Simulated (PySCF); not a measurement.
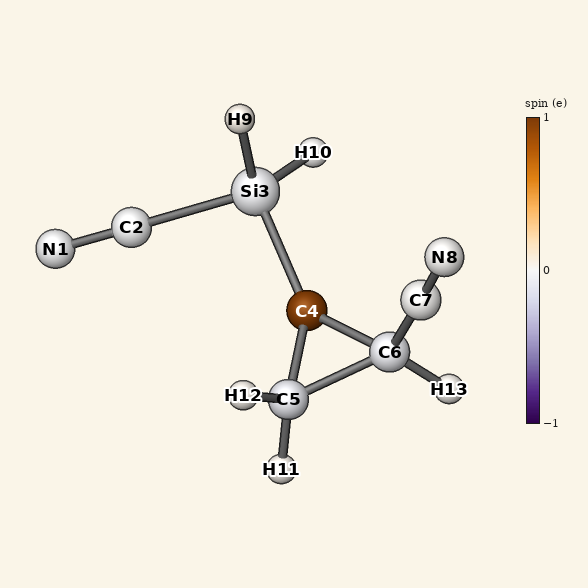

Atoms are coloured by their Mulliken spin populations. Charge 0, doublet. The computed structure is the end point of a GFN2-xTB optimisation. No frequency run is at hand to confirm it as a minimum. Properties computed with UKS B3LYP, pcH-1 on C H N Si, non-relativistic (PySCF 2.14.0).

> Which atom carries the largest spin population?

C4 (0.95 e).

> Which atom has the lowest spin population?

C5 (−0.06 e); a negative value comes from spin polarisation.

List the Mulliken spin populations.

```json
{"atom": "N1", "value (e)": "0.00"}
{"atom": "C2", "value (e)": "0.00"}
{"atom": "Si3", "value (e)": "−0.03"}
{"atom": "C4", "value (e)": "0.95"}
{"atom": "C5", "value (e)": "−0.06"}
{"atom": "C6", "value (e)": "−0.05"}
{"atom": "C7", "value (e)": "0.01"}
{"atom": "N8", "value (e)": "0.01"}
{"atom": "H9", "value (e)": "0.05"}
{"atom": "H10", "value (e)": "0.01"}
{"atom": "H11", "value (e)": "0.04"}
{"atom": "H12", "value (e)": "0.03"}
{"atom": "H13", "value (e)": "0.03"}
```

Mulliken values depend strongly on the basis set. The geometry is semi-empirical. Around Si such bond lengths and angles can be off by a tenth of an ångström or more and by several degrees, and values that hang on the shape move with them.
